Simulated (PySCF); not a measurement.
Vertical excitations of a molecule C4H4F2 from PySCF with TDA-B3LYP/def2-SVPD, as energy in eV (oscillator strength): 6.52 (0.000), 6.75 (0.003), 6.82 (0.001), 7.48 (0.021), 7.54 (0.044), 8.20 (0.014), 8.25 (0.004), 8.29 (0.008), 8.35 (0.030), 8.73 (0.023). Lowest triplet (TDA): 5.35 eV. Geometry optimised at B3LYP-D3(BJ)/def2-SVP. One conformer was computed; it need not be the lowest.

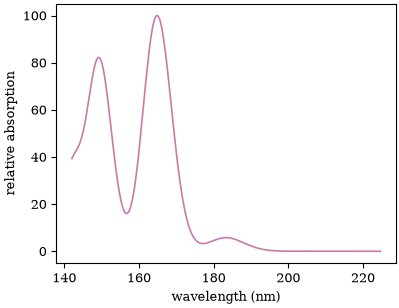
Figure. The lines broadened by 0.4 eV.

**Question.** Which molecule gave these data?
A. CC(F)=C=CF
B. FC1=CC[C@H]1F
C. F[C@@H]1C=C[C@H]1F
D. C#CCC(F)F

**Answer.** D, C#CCC(F)F
